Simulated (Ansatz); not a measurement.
Nudged elastic band, with input and output: Si₂N₂H₇OF (part 2 of 2)

Continued. System: Si₂N₂H₇OF. Method: RHF/cc-pVDZ (Ansatz 0.2.0). It belongs to a series of runs on one base structure; here: band between the two ends.

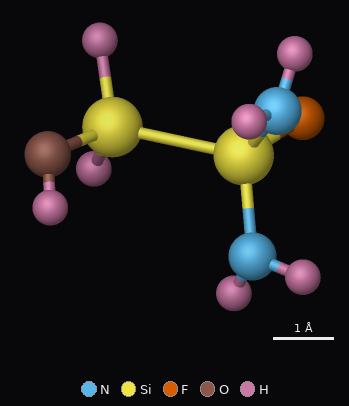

*The structure as given in the input (ball-and-stick view, seen at a tilt).*

The last band as extended XYZ, continued
```
13
Properties=species:S:1:pos:R:3:forces:R:3 image=2 energy=-23546.28877
N    -0.8969   -1.5440    0.4428   -0.0008   0.0002  -0.0005
Si    0.3730   -0.5882   -0.2449    0.0002  -0.0004  -0.0003
N     1.6567   -0.5127    0.8966    0.0008   0.0000   0.0005
F     0.8134   -1.3249   -1.6535    0.0003  -0.0017   0.0002
Si   -0.4079    1.5593   -0.8235    0.0014   0.0001  -0.0023
O    -1.3668    2.1341    0.4316   -0.0015  -0.0028  -0.0030
H    -0.7346   -1.9940    1.3245   -0.0001   0.0028   0.0002
H    -1.4313   -2.1411   -0.1612    0.0005   0.0024   0.0002
H     2.3463    0.2105    0.8106    0.0010  -0.0005  -0.0002
H     2.0857   -1.3612    1.2201    0.0003  -0.0001   0.0002
H    -1.1829    1.4814   -2.0928   -0.0033   0.0021   0.0060
H     0.6842    2.5491   -0.9981    0.0015   0.0000   0.0014
H    -1.9183    1.4970    0.8625   -0.0002  -0.0021  -0.0025
13
Properties=species:S:1:pos:R:3:forces:R:3 image=3 energy=-23542.36309
N    -0.9330   -1.2744    0.4153    0.0005   0.0003   0.0001
Si    0.4911   -0.5881   -0.3176   -0.0010  -0.0001  -0.0004
N     1.7499   -0.5865    0.8547    0.0001  -0.0002   0.0011
F     0.8659   -1.5377   -1.6109    0.0007   0.0002  -0.0001
Si   -0.1379    1.5490   -1.0904   -0.0002  -0.0003  -0.0007
O    -1.5929    1.8717    0.0837    0.0002   0.0004  -0.0004
H    -0.8227   -1.6988    1.3190    0.0000  -0.0003  -0.0001
H    -1.5184   -1.8531   -0.1608   -0.0002   0.0003   0.0001
H     2.4806    0.0958    0.7784    0.0000   0.0003  -0.0004
H     2.1255   -1.4598    1.1794   -0.0001  -0.0003  -0.0001
H    -1.7008    1.8446   -1.2153    0.0000  -0.0002   0.0010
H     0.9036    2.5465   -0.7048    0.0001   0.0000   0.0000
H    -1.8903    1.0560    0.4842    0.0000  -0.0001  -0.0002
13
Properties=species:S:1:pos:R:3:forces:R:3 image=4 energy=-23544.31017
N    -0.9561   -1.1154    0.3610    0.0215   0.0987   0.0141
Si    0.5723   -0.5265   -0.3300   -0.0016   0.0152  -0.0178
N     1.7345   -0.5444    0.9484    0.0017  -0.0108  -0.0002
F     0.9759   -1.6592   -1.4651    0.0097  -0.0533   0.0300
Si    0.1180    1.5615   -1.4151    0.1340   0.0097  -0.1419
O    -1.5790    1.6948   -0.2218   -0.0129  -0.0376  -0.0495
H    -0.8507   -1.5429    1.2678   -0.0315   0.0581  -0.0266
H    -1.4559   -1.7646   -0.2263    0.0028   0.0370  -0.0012
H     2.4500    0.1581    0.9317    0.0081  -0.0085   0.0215
H     2.1187   -1.4206    1.2560    0.0065   0.0029  -0.0096
H    -2.2781    1.8339   -0.8464   -0.2289   0.0093   0.1452
H     0.9204    2.4320   -0.4718    0.0150  -0.0419   0.0967
H    -1.7497    0.8585    0.2264    0.0756  -0.0789  -0.0606
13
Properties=species:S:1:pos:R:3:forces:R:3 image=5 energy=-23544.38261
N    -0.9903   -0.9383    0.3758   -0.0023  -0.0010  -0.0049
Si    0.6011   -0.4765   -0.3004   -0.0106   0.0034  -0.0017
N     1.8033   -0.6758    0.9222    0.0197  -0.0095   0.0147
F     0.8091   -1.6425   -1.4545   -0.0049   0.0018  -0.0010
Si    0.3245    1.7232   -1.2331    0.0040   0.0015  -0.0020
O    -1.6104    1.5999   -0.5038    0.0022  -0.0060  -0.0052
H    -0.9710   -1.1163    1.3671    0.0034   0.0089   0.0014
H    -1.4038   -1.7405   -0.0732    0.0030  -0.0003   0.0041
H     2.5476   -0.0066    0.9771    0.0008   0.0004  -0.0049
H     2.1436   -1.5945    1.1446   -0.0051   0.0002  -0.0049
H    -2.2744    1.7124   -1.1711   -0.0070  -0.0025  -0.0023
H     0.7727    2.3939    0.0535   -0.0016   0.0015   0.0112
H    -1.7317    0.7268   -0.0895   -0.0016   0.0017  -0.0046
13
Properties=species:S:1:pos:R:3:forces:R:3 image=6 energy=-23544.39359
N    -0.9633   -0.8838    0.4336    0.0054   0.0054   0.0032
Si    0.6218   -0.3936   -0.2257   -0.0110  -0.0114  -0.0219
N     1.8880   -0.7528    0.8916    0.0176   0.0091   0.0083
F     0.7010   -1.4434   -1.5041    0.0012   0.0084   0.0086
Si    0.3753    1.8839   -0.9501    0.0010   0.0012   0.0038
O    -1.6573    1.5205   -0.7502   -0.0085  -0.0067  -0.0111
H    -1.0229   -0.8441    1.4384   -0.0009  -0.0018  -0.0008
H    -1.2654   -1.7985    0.1380   -0.0016  -0.0018   0.0025
H     2.7119   -0.1804    0.8799   -0.0092  -0.0093   0.0001
H     2.1380   -1.7100    1.0668   -0.0011   0.0000  -0.0008
H    -2.1320    1.5108   -1.5715    0.0048   0.0017   0.0090
H     0.4079    2.3953    0.4800    0.0009   0.0010   0.0010
H    -1.7827    0.6612   -0.3120    0.0013   0.0041  -0.0020
```

The run was set up as follows.

Input
```yaml
crystal:
  periodic: [false, false, false]
  atoms:
    - { symbol: "N", position_ang: [-0.921271, -1.55047, 0.475404] }
    - { symbol: Si, position_ang: [0.394964, -0.673691, -0.203715] }
    - { symbol: "N", position_ang: [1.669888, -0.702851, 0.958374] }
    - { symbol: F, position_ang: [1.068082, -1.386225, -1.52536] }
    - { symbol: Si, position_ang: [-0.405715, 1.425173, -0.933017] }
    - { symbol: O, position_ang: [-0.975922, 2.300792, 0.388212] }
    - { symbol: H, position_ang: [-0.71771, -2.417975, 0.940245] }
    - { symbol: H, position_ang: [-1.782683, -1.62392, -0.033676] }
    - { symbol: H, position_ang: [1.526825, -0.276169, 1.854487] }
    - { symbol: H, position_ang: [2.603941, -0.531359, 0.635138] }
    - { symbol: H, position_ang: [-1.483493, 1.262282, -1.951526] }
    - { symbol: H, position_ang: [0.67976, 2.250679, -1.515187] }
    - { symbol: H, position_ang: [-1.636266, 1.888933, 0.925422] }
basis:
  gaussian: { orbitals: cc-pVDZ }
hamiltonian:
  xc: hf
neb:
  order_check: false
  images: 5
  f_tol: 0.05
  max_iterations: 60
  final_atoms:
    - { symbol: "N", position_ang: [-0.96330837, -0.88376286, 0.43364865] }
    - { symbol: Si, position_ang: [0.62181448, -0.39361754, -0.22571449] }
    - { symbol: "N", position_ang: [1.88798442, -0.75278982, 0.89160952] }
    - { symbol: F, position_ang: [0.70104341, -1.44343642, -1.50409536] }
    - { symbol: Si, position_ang: [0.3753376, 1.88394202, -0.95014396] }
    - { symbol: O, position_ang: [-1.6573036, 1.52049963, -0.75017812] }
    - { symbol: H, position_ang: [-1.02285485, -0.84409754, 1.43838928] }
    - { symbol: H, position_ang: [-1.26544158, -1.79848022, 0.13801719] }
    - { symbol: H, position_ang: [2.71186339, -0.1803898, 0.87990577] }
    - { symbol: H, position_ang: [2.13803639, -1.71003857, 1.06682819] }
    - { symbol: H, position_ang: [-2.13197925, 1.51078469, -1.57151675] }
    - { symbol: H, position_ang: [0.40794537, 2.39534892, 0.48003292] }
    - { symbol: H, position_ang: [-1.78273742, 0.66123653, -0.31198185] }
  initial_path:
    images:
      - { positions_ang: [[-0.921271, -1.55047, 0.475404], [0.394964, -0.673691, -0.203715], [1.669888, -0.702851, 0.958374], [1.068082, -1.386225, -1.52536], [-0.405715, 1.425173, -0.933017], [-0.975922, 2.300792, 0.388212], [-0.71771, -2.417975, 0.940245], [-1.782683, -1.62392, -0.033676], [1.526825, -0.276169, 1.854487], [2.603941, -0.531359, 0.635138], [-1.483493, 1.262282, -1.951526], [0.67976, 2.250679, -1.515187], [-1.636266, 1.888933, 0.925422]] }
      - { positions_ang: [[-0.8951793, -1.58589912, 0.50383589], [0.35619222, -0.70574903, -0.24480419], [1.57713134, -0.73469249, 0.93946549], [1.00117793, -1.50000314, -1.51010248], [-0.39975123, 1.40124905, -0.99029376], [-0.98143069, 2.2904456, 0.32044046], [-0.58772792, -2.3420284, 1.02427097], [-1.61566956, -1.83624949, -0.05709584], [1.40104955, -0.22045783, 1.79356696], [2.50866728, -0.51031805, 0.61611408], [-1.37789893, 1.62682542, -1.65772986], [0.71494057, 2.20092452, -1.56043439], [-1.68110127, 1.88115195, 0.83756769]] }
      - { positions_ang: [[-0.86908759, -1.62132824, 0.53226777], [0.31742045, -0.73780706, -0.28589339], [1.48437467, -0.76653398, 0.92055699], [0.93427386, -1.61378128, -1.49484496], [-0.39378746, 1.37732511, -1.04757053], [-0.98693937, 2.2800992, 0.25266892], [-0.45774583, -2.2660818, 1.10829693], [-1.44865611, -2.04857897, -0.08051569], [1.2752741, -0.16474666, 1.73264691], [2.41339356, -0.4892771, 0.59709017], [-1.27230486, 1.99136884, -1.36393373], [0.75012113, 2.15117004, -1.60568178], [-1.72593654, 1.87337089, 0.74971337]] }
      - { positions_ang: [[-0.84299589, -1.65675735, 0.56069966], [0.27864867, -0.76986508, -0.32698258], [1.39161801, -0.79837547, 0.90164848], [0.86736978, -1.72755942, -1.47958744], [-0.38782368, 1.35340116, -1.10484729], [-0.99244806, 2.26975281, 0.18489738], [-0.32776375, -2.19013521, 1.1923229], [-1.28164267, -2.26090846, -0.10393553], [1.14949865, -0.10903549, 1.67172687], [2.31811984, -0.46823615, 0.57806625], [-1.16671079, 2.35591225, -1.07013759], [0.7853017, 2.10141557, -1.65092917], [-1.77077181, 1.86558984, 0.66185906]] }
      - { positions_ang: [[-0.88310005, -1.39909252, 0.51834932], [0.39303728, -0.64444924, -0.29322655], [1.55707348, -0.78318025, 0.89830216], [0.81192766, -1.63285175, -1.48775675], [-0.13343659, 1.53024811, -1.05327951], [-1.21406658, 2.02000175, -0.12679445], [-0.55946078, -1.74145599, 1.27434503], [-1.27624231, -2.10676571, -0.02328462], [1.6702869, -0.13282026, 1.4077865], [2.25809202, -0.88217029, 0.7409869], [-1.48846694, 2.07420307, -1.23726398], [0.65951625, 2.19939335, -0.94060848], [-1.77476035, 1.46413874, 0.33724542]] }
      - { positions_ang: [[-0.92320421, -1.14142769, 0.47599899], [0.50742588, -0.51903339, -0.25947052], [1.72252895, -0.76798504, 0.89495584], [0.75648554, -1.53814409, -1.49592605], [0.12095051, 1.70709507, -1.00171173], [-1.43568509, 1.77025069, -0.43848629], [-0.79115782, -1.29277676, 1.35636715], [-1.27084194, -1.95262297, 0.05736628], [2.19107515, -0.15660503, 1.14384614], [2.19806421, -1.29610443, 0.90390755], [-1.8102231, 1.79249388, -1.40439037], [0.53373081, 2.29737113, -0.23028778], [-1.77874888, 1.06268763, 0.01263179]] }
      - { positions_ang: [[-0.96330837, -0.88376286, 0.43364865], [0.62181448, -0.39361754, -0.22571449], [1.88798442, -0.75278982, 0.89160952], [0.70104341, -1.44343642, -1.50409536], [0.3753376, 1.88394202, -0.95014396], [-1.6573036, 1.52049963, -0.75017812], [-1.02285485, -0.84409754, 1.43838928], [-1.26544158, -1.79848022, 0.13801719], [2.71186339, -0.1803898, 0.87990577], [2.13803639, -1.71003857, 1.06682819], [-2.13197925, 1.51078469, -1.57151675], [0.40794537, 2.39534892, 0.48003292], [-1.78273742, 0.66123653, -0.31198185]] }
```

Command:
```bash
ansatz run input.yaml --threads 2 --pin off --max-ram 3072MiB --backend cpu --events-out ev --progress --plain --runs-dir out
```

Results in brief

| quantity | value |
| --- | --- |
| outcome | converged |
| barrier, forward | 3.939 eV |
| barrier, backward | 2.030 eV |
| hardware | 2 threads of Arm Neoverse V1, 24 GiB of memory available, shared host |
| wall time | 12 min (CPU time 23 min) |
| peak memory | 0.31 GiB |

Remarks

The order of the saddle point was not checked.
